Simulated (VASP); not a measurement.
Band structure of Pb (fcc). These are AM05 GGA, VASP's PBE PAW potentials (set 64) (plane waves; VASP) values and carry that method's errors.

Unless said otherwise, spin-orbit coupling is left out, though it shifts the bands of the heavy elements here.

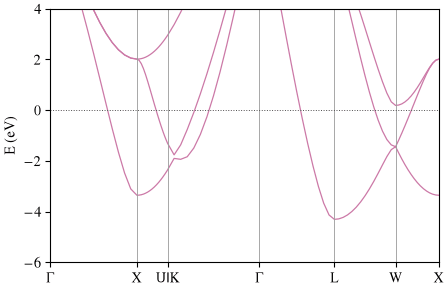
Figure. Bands along high-symmetry lines, zero at the valence-band maximum or, without a gap, the Fermi level

Question: Read the plot: is there a gap, and where are the band edges?

Answer: It has no gap at this level: it comes out as a metal or semimetal. (Edges off the drawn lines would not show.)

The compound is Pb in the fcc structure. It was relaxed first.
